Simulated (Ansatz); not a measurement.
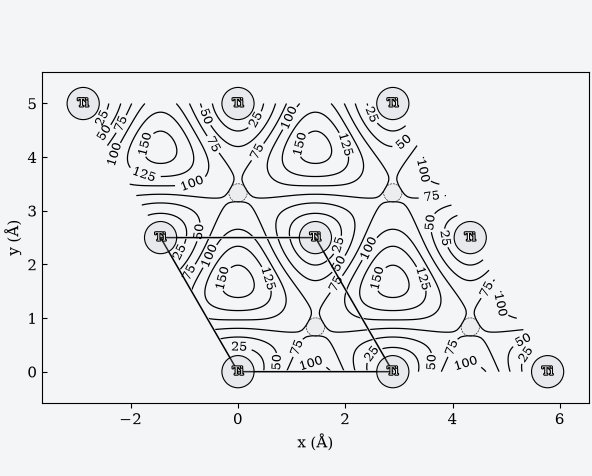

Energy landscape of Si on a Ti(001) slab cut from the P6_3/mmc phase, its upper half relaxed before the scan (20 atoms of substrate and one adsorbate in a 2 × 2 cell). Si is moved over the surface cell at a fixed height above a rigid substrate; the origin of the map has the adsorbate above Ti17; the height is held at 2.80 Å. Places are given modulo a cell vector. The map is drawn in real space over the plane of the surface. Grid: 6 × 6 points; 10 points were computed and 26 follow by symmetry. Places are given in fractions of the 1 × 1 surface cell. Energies: meV, counted from the lowest grid point. The runs have no spin polarisation, so an open-shell adsorbate far from the surface lies too high. At a fixed height the lowest place need not be the adsorption site. The calculation used DFT PBE+D3(BJ), scalar-relativistic, plane waves, PAW in Ansatz. Settings: cutoff 420 eV, k-mesh 6×6×1, gaussian smearing 0.1 eV, no spin polarisation.

The picture shows contour lines labelled in meV, labelled circles for the atoms of the top layer and small ones for the second layer, the outline of one cell of the 2 × 2 shown. Between grid points the surface is interpolated. 

Describe this landscape.

The lowest grid point is at the top site over a surface Ti atom, (0/6, 0/6) of the cell vectors. The highest grid point, a threefold hollow, (2/6, 4/6) of the cell vectors, lies 160 meV above the lowest. On the interpolated surface the easiest way out of the lowest well to its copy in the next cell or period passes a barrier of about 75 meV. At the lowest point the adsorbate has 1 Ti at 2.80 Å as nearest neighbours, at the highest 3 Ti at 3.26 Å.

The whole map (10 points run) took 14 min on 4 threads of Arm Neoverse V2 (shared host).

PAW datasets: the set soft_1.
